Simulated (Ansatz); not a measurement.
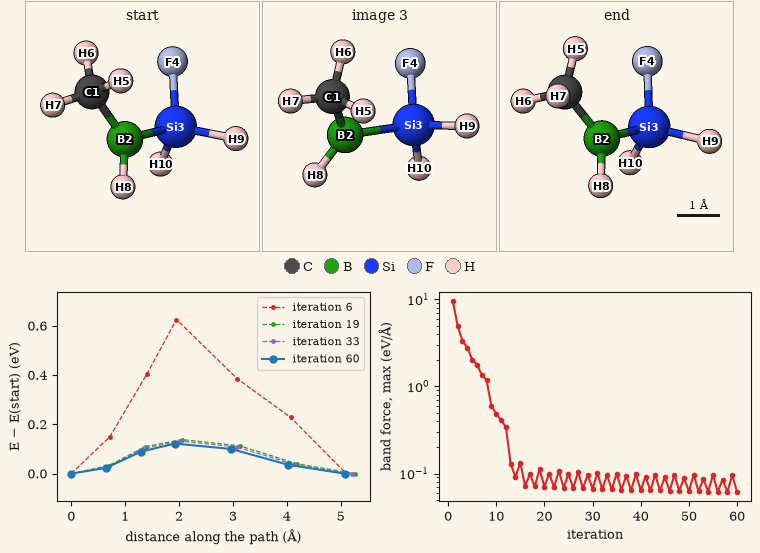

A search for the minimum-energy path of CH₆BFSi by the nudged elastic band. Images are numbered from 0 (start) to 6 (end). The plot follows the band through its iterations. A ball-and-stick model, seen from a free direction.

These are results of Ansatz, RKS PBE-D4/def2-SVP, not measurements. Run with 5 movable images; climbing image from the first iteration; force threshold 0.03 eV/Å; iteration limit 60; optimiser L-BFGS; starting path through a guess of the saddle point.

Did the band converge, and can the barrier be trusted?

Answer. The result isn't final. The band hadn't converged when the run stopped after 60 iterations. The largest component of the band force went from 9.5 to 0.061 eV/Å. The barrier read from it is provisional, though the highest image hardly moved in the last two iterations. The first iteration put the highest image at 3.838 eV. The barrier is about 0.122 eV in both directions, with image 3 at the top; the ends have the same energy.

Cost: 4.4 min on 2 threads of Intel(R) Xeon(R) Platinum 8488C (Sapphire Rapids), with other jobs on the host, peak memory 0.14 GiB.
